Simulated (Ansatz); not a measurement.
**Cl4Ti (TiCl4): density, localisation and related maps**

The calculation's input:

```
crystal:
  periodic: [false, false, false]
  atoms:
    - {symbol: Ti, position_ang: [0.000004, -0.000005, 0.000001]}
    - {symbol: Cl, position_ang: [0.009840, -0.015095, 2.172689]}
    - {symbol: Cl, position_ang: [2.045195, 0.010001, -0.733474]}
    - {symbol: Cl, position_ang: [-1.031759, 1.776546, -0.707261]}
    - {symbol: Cl, position_ang: [-1.023270, -1.771458, -0.731954]}
basis:
  gaussian: {orbitals: def2-TZVP, initial_orbitals: start.molden}
hamiltonian: {xc: pbe0, dispersion: d4}
scf: {omitted_lower_state_checks: [starts]}
output: {orbitals: {seedname: orbitals}}
```

Command:

```sh
ansatz run in.yaml --threads 2 --pin off --events-out ev --progress --plain --max-ram 4352MiB
```

Geometry: PBE-D4/def2-SVP.

Method: RKS PBE0-D4/def2-TZVP in Ansatz 0.2.0.

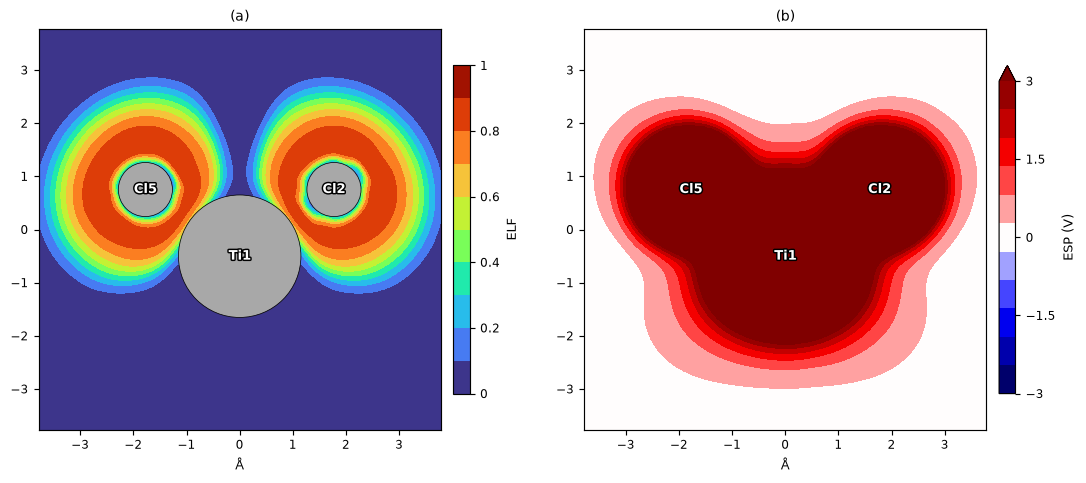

Figure 1. (a) ELF; (b) electrostatic potential on the plane of atoms Cl2, Ti1 and Cl5. Grey discs cover the atomic cores in the ELF map.

Q: Read the bonding off the picture.

A: The plane passes through Ti and Cl nuclei.
Ti–Cl (2.17 Å): the ELF peaks at about 0.85 in the valence shell of Cl, 0.9 Å from its nucleus, and is about 0.45 at the midpoint.
The potential has no marked negative region in this plane.

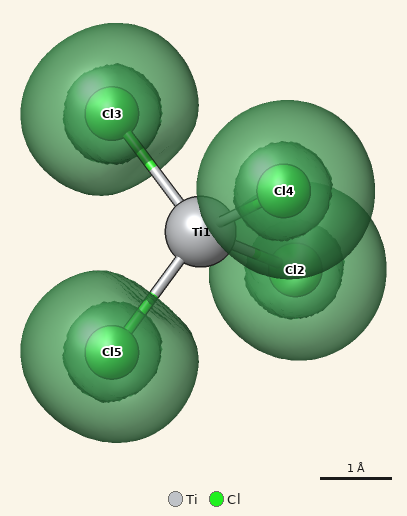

Figure 2. Isosurface of the ELF at 0.75 (green), seen at a tilt. Only the valence region is drawn (cores and ρ < 0.01 e/Å³ removed).

Q: Identify the bonds, lone pairs and shells in this picture.

A: At this value the surface marks out four regions wrapped around Cl (the valence shell of each).

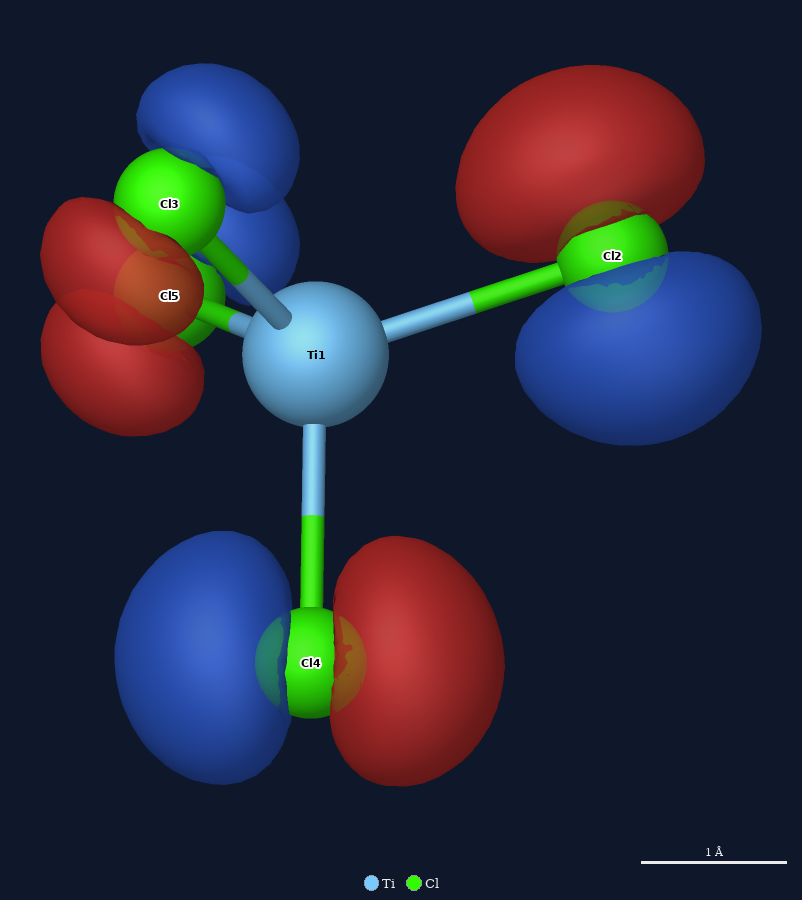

Figure 3. The HOMO at ±0.15 Å⁻³ᐟ² (red and blue are the two phases), seen from one side.

Q: Where does this orbital lie, and at what energy?

A: By Hirshfeld shares it lies mainly on Cl2 (about 35 %), Cl4 (about 35 %), Cl3 (about 10 %) and Cl5 (about 10 %); largely a combination of lone pairs on Cl2, Cl4, Cl3 and Cl5. It is one of a degenerate set, so its orientation is arbitrary. Its energy is −9.64 eV.
